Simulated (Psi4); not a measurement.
Energy and gradient calculation of BNH6 (part 2 of 2)

Continued. System: BNH6, multiplicity 3, SMILES [BH3-][NH3+]. Method: TPSSh/def2-TZVP, UKS (Psi4 1.11). The geometry is that of the parent species in another charge or spin state. The geometry comes from this level: PBE0-D4/def2-TZVP.

Geometry of the input (Å):
```
B  -0.1913  0.2508  -0.7754
N  0.2065  -0.2551  0.7317
H  -0.0782  -0.7284  -1.4810
H  -1.3326  0.6497  -0.6872
H  0.6044  1.1266  -1.0384
H  0.1408  0.5070  1.3987
H  1.1566  -0.6113  0.7553
H  -0.4140  -0.9965  1.0405
```

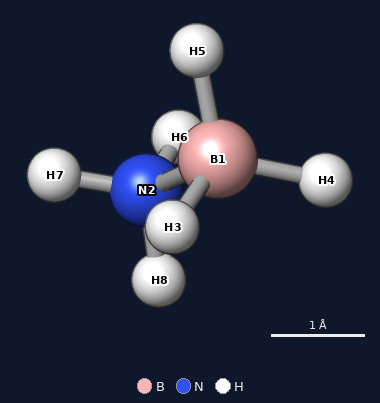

The structure (ball-and-stick view, seen at a tilt; atoms are numbered from 1 in the order of the input).

What the program printed, continued
```
    Nuclear Repulsion Energy =             40.7545627830018873
    One-Electron Energy =                -190.1767573028577090
    Two-Electron Energy =                  78.2761373181940883
    DFT Exchange-Correlation Energy =     -11.8553176372117282
    Empirical Dispersion Energy =           0.0000000000000000
    VV10 Nonlocal Energy =                  0.0000000000000000
    Total Energy =                        -83.0013748388734598

  UHF NO Occupations:
  HONO-2 :    8  A 1.9959483
  HONO-1 :    9  A 1.0000000
  HONO-0 :   10  A 1.0000000
  LUNO+0 :   11  A 0.0040517
  LUNO+1 :   12  A 0.0002405
  LUNO+2 :   13  A 0.0001390
  LUNO+3 :   14  A 0.0001219

Computation Completed

Properties will be evaluated at   0.000000,   0.000000,   0.000000 [a0]

Properties computed using the SCF density matrix

 Multipole Moments:

 ------------------------------------------------------------------------------------
     Multipole            Electronic (a.u.)      Nuclear  (a.u.)        Total (a.u.)
 ------------------------------------------------------------------------------------

 L = 1.  Multiply by 2.5417464519 to convert [e a0] to [Debye]
 Dipole X            :         -0.4119272            0.1242860           -0.2876412
 Dipole Y            :          0.1178357           -0.1581129           -0.0402772
 Dipole Z            :         -0.8547831            0.4708985           -0.3838846
 Magnitude           :                                                    0.4813804

 ------------------------------------------------------------------------------------

	total time  =        177 seconds =       2.95 minutes

         ------------------------------------------------------------
                                   SCF GRAD
         ------------------------------------------------------------

  ==> Geometry <==

    Molecular point group: c1
    Full point group: C1

    Geometry (in Angstrom), charge = 0, multiplicity = 3:

       Center              X                  Y                   Z               Mass
    ------------   -----------------  -----------------  -----------------  -----------------
         B           -0.219090593239     0.278629458998    -0.830045068460    11.009305360000
         N            0.178709406761    -0.227270541002     0.677054931540    14.003074004430
         H           -0.105990593239    -0.700570541002    -1.535645068460     1.007825032230
         H           -1.360390593239     0.677529458998    -0.741845068460     1.007825032230
         H            0.576609406761     1.154429458998    -1.093045068460     1.007825032230
         H            0.113009406761     0.534829458998     1.344054931540     1.007825032230
         H            1.128809406761    -0.583470541002     0.700654931540     1.007825032230
         H           -0.441790593239    -0.968670541002     0.985854931540     1.007825032230

  Nuclear repulsion =   40.754562783001887

  ==> Basis Set <==

  Basis Set: DEF2-TZVP
    Blend: DEF2-TZVP
    Number of shells: 46
    Number of basis functions: 98
    Number of Cartesian functions: 108
    Spherical Harmonics?: true
    Max angular momentum: 3

  ==> DirectJKGrad: Integral-Direct SCF Gradients <==

    Gradient:                    1
    J tasked:                  Yes
    K tasked:                  Yes
    wK tasked:                  No
    Integrals threads:           1
    Schwarz Cutoff:          1E-12

  ==> DFT Potential <==

   => LibXC <=

    Version 7.1.2

   => Composite Functional: TPSSH <=

    TPSSh Hyb-GGA Exchange-Correlation Functional

    Deriv               =              1
    GGA                 =           TRUE
    Meta                =           TRUE

    Exchange Hybrid     =           TRUE
    MP2 Hybrid          =          FALSE

   => Exchange Functionals <=

    0.9000   Tao, Perdew, Staroverov & Scuseria

   => Exact (HF) Exchange <=

    0.1000               HF

   => Correlation Functionals <=

    1.0000   Tao, Perdew, Staroverov & Scuseria

   => LibXC Density Thresholds  <==

    XC_HYB_MGGA_XC_TPSSH:  1.00E-15

   => Molecular Quadrature <=

    Radial Scheme          =       TREUTLER
    Pruning Scheme         =           NONE
    Nuclear Scheme         =       TREUTLER

    Blocking Scheme        =         OCTREE
    BS radius alpha        =              1
    Pruning alpha          =              1
    Radial Points          =             99
    Spherical Points       =            590
    Total Points           =         445560
    Total Blocks           =           3220
    Max Points             =            256
    Max Functions          =             98
    Weights Tolerance      =       1.00E-15

  -Total Gradient:
     Atom            X                  Y                   Z
    ------   -----------------  -----------------  -----------------
       1       -0.081437390240    -0.040340777672    -0.058713877607
       2        0.020518594566    -0.006188621411     0.043180993648
       3        0.029032479718     0.022732993945     0.023100959495
       4        0.037132187191     0.013849732994     0.017974253084
       5        0.007511909484     0.005827745660     0.001793229179
       6        0.000392312851    -0.023686815929    -0.018293713571
       7       -0.028716007787     0.008367646464     0.000165610866
       8        0.015565792420     0.019438106043    -0.009207842497

	total time  =         13 seconds =       0.22 minutes

Properties will be evaluated at   0.000000,   0.000000,   0.000000 [a0]

Properties computed using the TPSSH density matrix

  Mulliken Charges: (a.u.)
   Center  Symbol    Alpha    Beta     Spin     Total
       1     B     3.50934  2.41933  1.09001 -0.92867
       2     N     3.03458  3.65620 -0.62162  0.30922
       3     H     0.54243  0.22447  0.31796  0.23310
       4     H     0.54240  0.22454  0.31786  0.23306
       5     H     0.43934  0.47629 -0.03695  0.08436
       6     H     0.64116  0.33020  0.31095  0.02864
       7     H     0.64149  0.33017  0.31132  0.02834
       8     H     0.64926  0.33879  0.31047  0.01195

   Total alpha = 10.00000, Total beta =  8.00000, Total charge = -0.00000

  Lowdin Charges: (a.u.)
   Center  Symbol    Alpha    Beta     Spin     Total
       1     B     3.27348  2.46282  0.81066 -0.73630
       2     N     3.51590  3.39792  0.11797  0.08618
       3     H     0.52605  0.25656  0.26949  0.21739
       4     H     0.52604  0.25663  0.26941  0.21734
       5     H     0.47482  0.47009  0.00473  0.05508
       6     H     0.55802  0.38164  0.17637  0.06034
       7     H     0.55815  0.38160  0.17655  0.06025
       8     H     0.56755  0.39273  0.17482  0.03971

  Total alpha = 10.00000, Total beta =  8.00000, Total charge = -0.00000

  Mayer Bond Indices:

  Total Bond Index:
  Irrep: 1 Size: 8 x 8

                 1                   2                   3                   4                   5

    1     0.00000000000000    -0.26889269064795     0.69519464788597     0.69526835513249     0.96935463018090
    2    -0.26889269064795     0.00000000000000     0.02522510291569     0.02523341924732     0.01293565148469
    3     0.69519464788597     0.02522510291569     0.00000000000000     0.09180224173750    -0.00967876184572
    4     0.69526835513249     0.02523341924732     0.09180224173750     0.00000000000000    -0.00967840888103
    5     0.96935463018090     0.01293565148469    -0.00967876184572    -0.00967840888103     0.00000000000000
    6     0.47074339179391     0.40460551894860    -0.00592554626399    -0.00746954985469    -0.01187683348341
    7     0.47128554531018     0.40399512624560    -0.00747564827218    -0.00593639121449    -0.01187926857931
    8     0.48116698752037     0.40991581212183    -0.01367278548198    -0.01368598326633    -0.00496593866658

                 6                   7                   8

    1     0.47074339179391     0.47128554531018     0.48116698752037
    2     0.40460551894860     0.40399512624560     0.40991581212183
    3    -0.00592554626399    -0.00747564827218    -0.01367278548198
    4    -0.00746954985469    -0.00593639121449    -0.01368598326633
    5    -0.01187683348341    -0.01187926857931    -0.00496593866658
    6     0.00000000000000     0.16719364476327     0.17173295832400
    7     0.16719364476327     0.00000000000000     0.17192707754039
    8     0.17173295832400     0.17192707754039     0.00000000000000

  Alpha Contribution:
  Irrep: 1 Size: 8 x 8

                 1                   2                   3                   4                   5

    1     0.00000000000000    -0.71443490801835     0.44893925886184     0.44893382195012     0.47095891818687
    2    -0.71443490801835     0.00000000000000     0.02290268404305     0.02291164336011     0.01733639337905
    3     0.44893925886184     0.02290268404305     0.00000000000000    -0.00408070579325    -0.00494038704582
    4     0.44893382195012     0.02291164336011    -0.00408070579325     0.00000000000000    -0.00494213144671
    5     0.47095891818687     0.01733639337905    -0.00494038704582    -0.00494213144671     0.00000000000000
    6     0.45776053556011    -0.01973427693472    -0.00671516724957    -0.01180700766430    -0.01084432704503
    7     0.45827736922904    -0.02029016572365    -0.01181824700356    -0.00672871969148    -0.01085086979531
    8     0.47948711153146    -0.03119465894777    -0.01268936985094    -0.01269905863388    -0.00733949917522

                 6                   7                   8

    1     0.45776053556011     0.45827736922904     0.47948711153146
    2    -0.01973427693472    -0.02029016572365    -0.03119465894777
    3    -0.00671516724957    -0.01181824700356    -0.01268936985094
    4    -0.01180700766430    -0.00672871969148    -0.01269905863388
    5    -0.01084432704503    -0.01085086979531    -0.00733949917522
    6     0.00000000000000     0.16536541990748     0.17117690802960
    7     0.16536541990748     0.00000000000000     0.17137082997191
    8     0.17117690802960     0.17137082997191     0.00000000000000

  Beta Contribution:
  Irrep: 1 Size: 8 x 8

                 1                   2                   3                   4                   5

    1     0.00000000000000     0.44554221737041     0.24625538902413     0.24633453318237     0.49839571199403
    2     0.44554221737041     0.00000000000000     0.00232241887264     0.00232177588720    -0.00440074189437
    3     0.24625538902413     0.00232241887264     0.00000000000000     0.09588294753075    -0.00473837479991
    4     0.24633453318237     0.00232177588720     0.09588294753075     0.00000000000000    -0.00473627743432
    5     0.49839571199403    -0.00440074189437    -0.00473837479991    -0.00473627743432     0.00000000000000
    6     0.01298285623381     0.42433979588332     0.00078962098558     0.00433745780961    -0.00103250643837
    7     0.01300817608114     0.42428529196925     0.00434259873138     0.00079232847699    -0.00102839878400
    8     0.00167987598891     0.44111047106960    -0.00098341563104    -0.00098692463244     0.00237356050864

                 6                   7                   8

    1     0.01298285623381     0.01300817608114     0.00167987598891
    2     0.42433979588332     0.42428529196925     0.44111047106960
    3     0.00078962098558     0.00434259873138    -0.00098341563104
    4     0.00433745780961     0.00079232847699    -0.00098692463244
    5    -0.00103250643837    -0.00102839878400     0.00237356050864
    6     0.00000000000000     0.00182822485579     0.00055605029440
    7     0.00182822485579     0.00000000000000     0.00055624756848
    8     0.00055605029440     0.00055624756848     0.00000000000000

  Atomic Valences:

 #  #
 Irrep: 1
      1:    3.514120867175882
      2:    1.013017940315776
      3:    0.775469250675280
      4:    0.775533682900774
      5:    0.934211070209541
      6:    1.189003584227691
      7:    1.189110085793463
      8:    1.202418128091707

    Psi4 run time: 0:03:09.53
```

Summary

| quantity | value |
| --- | --- |
| outcome | converged |
| total energy | −83.001375 hartree |
| basis functions | 98 |
| largest force | 5.564 eV/Å |
| ⟨S²⟩ | 2.009 |
| dipole moment | 1.22 D |
| hardware | 1 thread of Intel Xeon @ 2.90GHz (Ice Lake), 64 GiB of memory available, shared host |
| wall time | 3.2 min |
| peak memory | 0.85 GiB |
